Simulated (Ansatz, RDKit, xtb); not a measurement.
# Which structure has the formula InGaH3O2?, part 2 of 2

Only the formula InGaH3O2 is given (odd number of electrons). Aim: find the structure of lowest free energy at 298.15 K, then its properties.

xtb, Ansatz and PySCF; isolated molecules. The steps go on from the part before.

## 11. c409b at MP2/def2-TZVPP

input.yaml

```yaml
crystal:
  periodic: [false, false, false]
  atoms:
    - {symbol: Ga, position_ang: [2.049613, -0.305090, 0.435056]}
    - {symbol: In, position_ang: [0.912557, 1.557972, -2.096623]}
    - {symbol: O, position_ang: [1.010852, -0.501001, -1.195603]}
    - {symbol: O, position_ang: [2.108759, 1.533020, -0.188458]}
    - {symbol: H, position_ang: [0.484947, -1.288200, -1.366923]}
    - {symbol: H, position_ang: [1.068143, -0.452743, 1.702979]}
    - {symbol: H, position_ang: [2.738103, 2.165475, 0.170947]}
basis:
  gaussian:
    orbitals: def2-TZVPP
magnetization:
  spin_polarized: true
  initial_magnetization: 1
correlation:
  method: mp2
  frozen_orbitals: {H: 0, Ga: 9, O: 1, In: 4}
```

Started as:

```console
$ ansatz run input.yaml --threads 2 --pin off --max-ram 4350MiB --events-out events.jsonl --progress --plain --runs-dir runs
```

Standard output (excerpt; [...] marks lines left out):

```text
Warning: RAYON_NUM_THREADS=2 ignored (pool sized by the plan → 2); use --threads N
Functional definition: HF
  name "HF"
[...]
1449 factors; integrals over basis functions are off by at most 7.2e-4 eV
[...]
mean field -61609.14352436 eV, -2264.0942643429 hartree, gradient 2.8e-6 eV, S^2 0.756221; 2 other end points of the search recorded, 0 dependent functions left out
15 core orbitals not correlated: weight in the atoms' cores, before any rotation towards them, 1.000 or more for the frozen orbitals, at most 0.000 for the correlated occupied ones
reference -61609.14352436 eV, -2264.0942643429 hartree; 21, 20 occupied and 166, 167 virtual orbitals, 1449 factors
second order -26.64144094 eV of doubles, -0.00000000 eV of singles
Total energy: -61635.78496530 eV, -2265.0733192391 hartree
```

Run time: 14 s. Hardware: 2 threads of Arm Neoverse V2, shared host; peak memory 0.66 GiB.

## 12. c227ar at CCSD(T)/def2-SVP

input.yaml

```yaml
crystal:
  periodic: [false, false, false]
  atoms:
    - symbol: Ga
      position_ang: [1.407883, -0.457713, 0.625498]
    - symbol: In
      position_ang: [3.188847, -0.133284, -1.679708]
    - symbol: O
      position_ang: [-0.253291, 0.226578, 0.567694]
    - symbol: O
      position_ang: [2.729918, 0.904120, 0.325213]
    - symbol: H
      position_ang: [-0.350846, 0.976825, -0.026506]
    - symbol: H
      position_ang: [1.739041, -1.510865, 1.736169]
    - symbol: H
      position_ang: [3.215251, 1.325912, 1.044360]
basis:
  gaussian:
    orbitals: def2-SVP
magnetization:
  spin_polarized: true
  initial_magnetization: 1
correlation:
  method: ccsd_t
  frozen_orbitals: {H: 0, Ga: 9, O: 1, In: 4}
scf:
  omitted_lower_state_checks: [cluster_reference]
```

Started as:

```console
$ ansatz run input.yaml --threads 2 --pin off --max-ram 4350MiB --events-out events.jsonl --progress --plain --runs-dir runs
```

Standard output (excerpt; [...] marks lines left out):

```text
Warning: RAYON_NUM_THREADS=2 ignored (pool sized by the plan → 2); use --threads N
[... 2 set-up lines as earlier in the session ...]
[...]
1074 factors; integrals over basis functions are off by at most 7.8e-4 eV
[...]
mean field -61596.35274506 eV, -2263.6242118737 hartree, gradient 2.0e-6 eV, S^2 0.786052; 2 other end points of the search recorded, 0 dependent functions left out
15 core orbitals not correlated: weight in the atoms' cores, before any rotation towards them, 1.000 or more for the frozen orbitals, at most 0.000 for the correlated occupied ones
reference -61596.35274506 eV, -2263.6242118737 hartree; 21, 20 occupied and 65, 66 virtual orbitals, 1074 factors
second order -17.90505605 eV of doubles, -0.00000000 eV of singles
cycle   1  -17.56470408 eV  change    3.4e-1 eV  update   1.3e-1
[...]
cycle  12  -18.32224543 eV  change   -4.5e-6 eV  update   5.0e-5
perturbative correction -0.52434263 eV, -0.0192692364 hartree
Total energy: -61615.19933313 eV, -2264.3168112103 hartree
Checks for a lower state left out: cluster_reference
```

Run time: 55 s. Hardware: 2 threads of Arm Neoverse V2, shared host; peak memory 0.99 GiB.

## 13. Putting it together

Energies in kcal/mol from c409b; G adds the thermal terms to the CCSD(T)/def2-SVP + MP2/def2-TZVPP - MP2/def2-SVP energy. The columns left of the relaxed level are at the tight-binding geometries, except for labels with r, relaxed at the screening level.

```
 label                   SMILES     spin  r2SCAN-D4/def2-SVP  PBE0-D3(BJ)/def2-SVP  HF/def2-SVP  MP2/def2-SVP  CCSD(T)/def2-SVP + MP2/def2-TZVPP - MP2/def2-SVP     G  share at equilibrium     T1
 c409b  [OH]1->[GaH][OH]->[In]1  doublet                 0.0                   0.0          0.0           0.0                                               0.0   0.0               100.0 %  0.014
c227ar  [OH][Ga@@H-]1[OH+][In]1  doublet                 3.9                  11.8         17.6          15.0                                              10.5  10.1               < 0.1 %  0.016
```

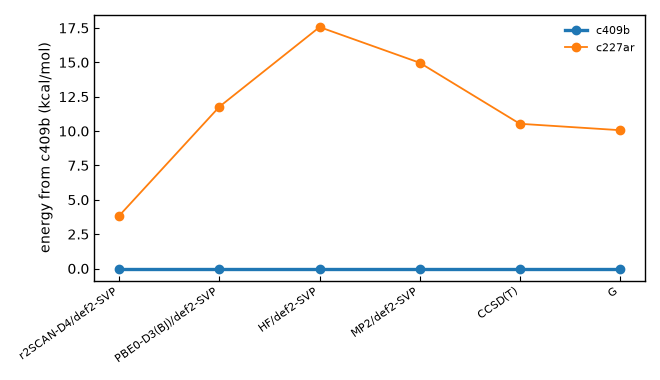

The finalists at each level, measured from c409b.

Lowest found: c409b, `[OH]1->[GaH][OH]->[In]1`, a doublet of point group C1. Bond lengths: Ga1–O3 1.943 Å, In2–O3 2.250 Å, Ga1–O4 1.942 Å, In2–O4 2.252 Å, O3–H5 0.962 Å, Ga1–H6 1.610 Å, O4–H7 0.962 Å. Angles: Ga1–O3–In2 105.5°, O3–Ga1–O4 80.9°, O3–In2–O4 68.1°, Ga1–O4–In2 105.4°, Ga1–O3–H5 121.6°, In2–O3–H5 130.8°, O3–Ga1–H6 109.0°, O4–Ga1–H6 111.0°, Ga1–O4–H7 121.5°, In2–O4–H7 131.1°.

```xyz
7

Ga    2.0496   -0.3051    0.4351
In    0.9126    1.5580   -2.0966
O     1.0109   -0.5010   -1.1956
O     2.1088    1.5330   -0.1885
H     0.4849   -1.2882   -1.3669
H     1.0681   -0.4527    1.7030
H     2.7381    2.1655    0.1709
```

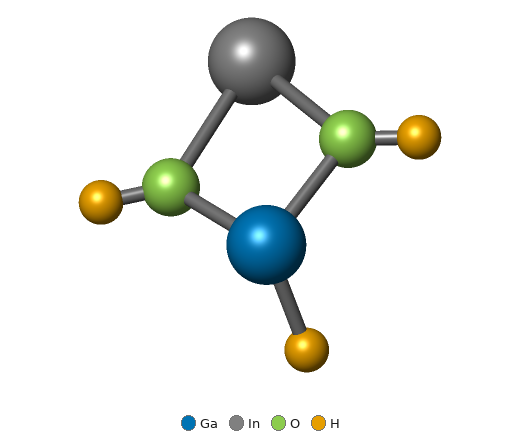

The lowest structure found, seen from a chosen angle (gallium blue, indium grey, oxygen green, hydrogen amber).

## 14. Density, orbitals and dipole (PBE0/def2-TZVPD)

input.yaml

```yaml
crystal:
  periodic: [false, false, false]
  atoms:
    - {symbol: Ga, position_ang: [2.049613, -0.305090, 0.435056]}
    - {symbol: In, position_ang: [0.912557, 1.557972, -2.096623]}
    - {symbol: O, position_ang: [1.010852, -0.501001, -1.195603]}
    - {symbol: O, position_ang: [2.108759, 1.533020, -0.188458]}
    - {symbol: H, position_ang: [0.484947, -1.288200, -1.366923]}
    - {symbol: H, position_ang: [1.068143, -0.452743, 1.702979]}
    - {symbol: H, position_ang: [2.738103, 2.165475, 0.170947]}
basis:
  gaussian:
    orbitals: def2-TZVPD
magnetization:
  spin_polarized: true
  initial_magnetization: 1
hamiltonian:
  xc: {name: PBE0}
output: {forces: true, orbitals: {seedname: orbitals}}
```

Started as:

```console
$ ansatz run input.yaml --threads 2 --pin off --max-ram 4350MiB --events-out events.jsonl --progress --plain --runs-dir runs
```

Standard output (excerpt; [...] marks lines left out):

```text
Warning: RAYON_NUM_THREADS=2 ignored (pool sized by the plan → 2); use --threads N
[... 2 set-up lines as earlier in the session ...]
[...]
1458 factors; their error is unknown
[...]
mean field -61687.55189759 eV, -2266.9757189118 hartree, gradient 8.8e-5 eV, S^2 0.753113; 0 other end points of the search recorded, 0 dependent functions left out
[...]
reference -61687.55194368 eV, -2266.9757206056 hartree; 36, 35 occupied and 181, 182 virtual orbitals, 1458 factors
[...]
Atom 2 at     1.010852    -0.501001    -1.195603 Å, force    -0.103684    -0.123516    -0.067171 eV/Å
Atom 3 at     2.108759     1.533020    -0.188458 Å, force     0.094959     0.140437     0.044065 eV/Å
Atom 4 at     0.484947    -1.288200    -1.366923 Å, force     0.095790     0.147992     0.036641 eV/Å
Atom 5 at     1.068143    -0.452743     1.702979 Å, force     0.022569     0.000702    -0.012833 eV/Å
Atom 6 at     2.738103     2.165475     0.170947 Å, force    -0.116137    -0.122676    -0.069922 eV/Å
Dipole moment:    -0.109505     0.241131    -0.372589 e Å
```

Run time: 16 s. Hardware: 2 threads of Arm Neoverse V2, shared host; peak memory 0.86 GiB.

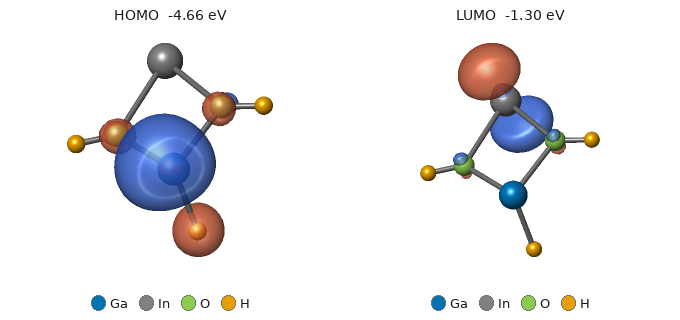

Frontier orbitals of this run (spin up), surfaces at ±0.2 Å^-3/2.

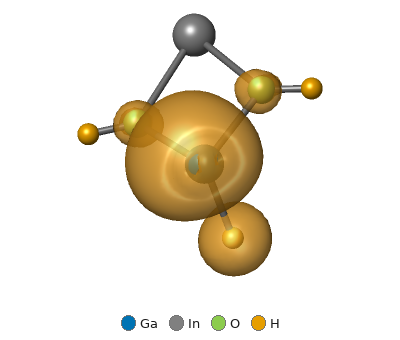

Spin density, surfaces at ±0.03 e/Å³.

## 15. Frequencies after a tight-binding relaxation (GFN2-xTB)

start.xyz

```xyz
7
c409b
Ga     2.049613    -0.305090     0.435056
In     0.912557     1.557972    -2.096623
O      1.010852    -0.501001    -1.195603
O      2.108759     1.533020    -0.188458
H      0.484947    -1.288200    -1.366923
H      1.068143    -0.452743     1.702979
H      2.738103     2.165475     0.170947
```

Started as:

```console
$ xtb start.xyz --gfn 2 --ohess tight --uhf 1
```

Standard output (excerpt; [...] marks lines left out):

```text
[...]
         ::                     SUMMARY                     ::
         :::::::::::::::::::::::::::::::::::::::::::::::::::::
         :: total energy             -12.193765179193 Eh    ::
         :: gradient norm              0.000456339729 Eh/a0 ::
         :: HOMO-LUMO gap              3.465113989381 eV    ::
         ::.................................................::
         :: SCC energy               -12.229134698260 Eh    ::
         :: -> isotropic ES            0.078077403146 Eh    ::
         :: -> anisotropic ES         -0.002034619936 Eh    ::
         :: -> anisotropic XC          0.000240981243 Eh    ::
         :: -> dispersion             -0.004442728994 Eh    ::
         :: repulsion energy           0.035369519067 Eh    ::
         :: add. restraining           0.000000000000 Eh    ::
         :: total charge               0.000000000000 e     ::
         :::::::::::::::::::::::::::::::::::::::::::::::::::::
[...]
          | TOTAL ENERGY              -12.193765179193 Eh   |
          | TOTAL ENTHALPY            -12.158017214088 Eh   |
          | TOTAL FREE ENERGY         -12.201258736956 Eh   |
          | GRADIENT NORM               0.000456346562 Eh/α |
[...]
```

Run time: 0.099 s. Hardware: 2 threads of Arm Neoverse V2, shared host.

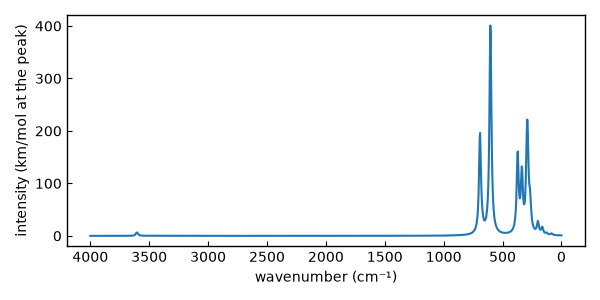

Harmonic infrared spectrum, unscaled, lines broadened by 10 cm⁻¹.

## 16. The cation at the same geometry (PBE0/def2-TZVPD)

Changes to input.yaml since step 14:

```diff
@@ -11,9 +11,4 @@
 basis:
-  gaussian:
-    orbitals: def2-TZVPD
-magnetization:
-  spin_polarized: true
-  initial_magnetization: 1
-hamiltonian:
-  xc: {name: PBE0}
-output: {forces: true, orbitals: {seedname: orbitals}}
+  gaussian: {orbitals: def2-TZVPD}
+total_charge: 1
+hamiltonian: {xc: {name: PBE0}}
```

Started as:

```console
$ ansatz run input.yaml --threads 2 --pin off --max-ram 4350MiB --events-out events.jsonl --progress --plain --runs-dir runs
```

Standard output (excerpt; [...] marks lines left out):

```text
Warning: RAYON_NUM_THREADS=2 ignored (pool sized by the plan → 2); use --threads N
[... 2 set-up lines as earlier in the session ...]
[...]
1458 factors; their error is unknown
[...]
mean field -61680.89778277 eV, -2266.7311847025 hartree, gradient 2.2e-5 eV, S^2 0.000000; 0 other end points of the search recorded, 0 dependent functions left out
reference -61680.89781946 eV, -2266.7311860510 hartree; 35, 35 occupied and 182, 182 virtual orbitals, 1458 factors
Total energy: -61680.89781946 eV, -2266.7311860510 hartree
```

Wall time 6.9 s (2 threads of Arm Neoverse V2, shared host).

Difference from the parent: 6.65 eV. Only this spin of the product was run; a higher spin can lie lower.

## 17. The anion at the same geometry (PBE0/def2-TZVPD)

Changes to input.yaml since step 16:

```diff
@@ -11,4 +11,8 @@
 basis:
-  gaussian: {orbitals: def2-TZVPD}
-total_charge: 1
-hamiltonian: {xc: {name: PBE0}}
+  gaussian:
+    orbitals: def2-TZVPD
+total_charge: -1
+hamiltonian:
+  xc: {name: PBE0}
+scf:
+  lower_state_search: off
```

Started as:

```console
$ ansatz run input.yaml --threads 2 --pin off --max-ram 4350MiB --events-out events.jsonl --progress --plain --runs-dir runs
```

Standard output (excerpt; [...] marks lines left out):

```text
Warning: RAYON_NUM_THREADS=2 ignored (pool sized by the plan → 2); use --threads N
[... 2 set-up lines as earlier in the session ...]
[...]
1458 factors; their error is unknown
[...]
mean field -61687.64056855 eV, -2266.9789775095 hartree, gradient 6.5e-6 eV, S^2 0.000000; 0 other end points of the search recorded, 0 dependent functions left out
reference -61687.64060350 eV, -2266.9789787939 hartree; 36, 36 occupied and 181, 181 virtual orbitals, 1458 factors
Total energy: -61687.64060350 eV, -2266.9789787939 hartree
Checks for a lower state left out: stability, starts, cluster_reference, orbital_swaps, neighbouring_geometries, increment
```

It took 5.4 s on 2 threads of Arm Neoverse V2, shared host.

Parent less the species with the added electron: 0.09 eV.

## 18. The quartet at the same geometry (PBE0/def2-TZVPD)

Changes to input.yaml since step 17:

```diff
@@ -13,6 +13,6 @@
     orbitals: def2-TZVPD
-total_charge: -1
+magnetization:
+  spin_polarized: true
+  initial_magnetization: 3
 hamiltonian:
-  xc: {name: PBE0}
-scf:
-  lower_state_search: off
+  xc: pbe0
```

Started as:

```console
$ ansatz run input.yaml --threads 2 --pin off --max-ram 4350MiB --events-out events.jsonl --progress --plain --runs-dir runs
```

Standard output (excerpt; [...] marks lines left out):

```text
Warning: RAYON_NUM_THREADS=2 ignored (pool sized by the plan → 2); use --threads N
[... 2 set-up lines as earlier in the session ...]
[...]
1458 factors; their error is unknown
[...]
mean field -61684.10890985 eV, -2266.8491914461 hartree, gradient 2.6e-5 eV, S^2 3.756592; 2 other end points of the search recorded, 0 dependent functions left out
reference -61684.10895746 eV, -2266.8491931957 hartree; 37, 34 occupied and 180, 183 virtual orbitals, 1458 factors
Total energy: -61684.10895746 eV, -2266.8491931957 hartree
```

Run time: 20 s. Hardware: 2 threads of Arm Neoverse V2, shared host; peak memory 0.9 GiB.

It lies 3.44 eV above the doublet.

## 19. Results

What follows sums up all 2 parts.

| quantity | value |
| --- | --- |
| lowest structure found | [OH]1->[GaH][OH]->[In]1, doublet, C1 |
| next finalist | [OH][Ga@@H-]1[OH+][In]1, doublet, 10.1 kcal/mol higher in G |
| share at equilibrium, among the finalists | 100.0 % |
| funnel | 113 starts, 51 minima at GFN2-xTB, 16 screening runs, 3 rescued, 3 relaxed, 2 ranked |
| CPU time of all runs | 1.6 h |
| harmonic wavenumbers, lowest and highest (PBE0-D3(BJ)/def2-SVP) | 82 and 3928 cm⁻¹ |
| rotational constants, same geometry | 0.2689, 0.03339, 0.02993 cm⁻¹ |
| dipole moment (PBE0/def2-TZVPD) | 2.20 D |
| HOMO energy (highest over α and β) (PBE0/def2-TZVPD) | -4.66 eV |
| LUMO energy (lowest over α and β) (PBE0/def2-TZVPD) | -1.51 eV |
| vertical ionisation energy (to the singlet cation) | 6.65 eV |
| vertical electron affinity | 0.09 eV |
| vertical quartet less doublet | +3.44 eV |

**Reading.** The lowest structure found is `[OH]1->[GaH][OH]->[In]1`. The margin of 10.1 kcal/mol over the next finalist is beyond the usual error of the last level; it says nothing of structures that weren't ranked. r2SCAN-D4/def2-SVP, PBE0-D3(BJ)/def2-SVP, HF/def2-SVP and MP2/def2-SVP already put its bonding pattern lowest among the structures in one piece. The largest share of the time went into rescue (35 %). Spin-orbit coupling, which matters for elements this heavy, is left out. 5 minima inside the window were never screened. The search is not exhaustive (a finite list of starts, one conformer a finalist), so a lower isomer can't be ruled out. Patterns outside the rules of the enumeration were met only by chance.
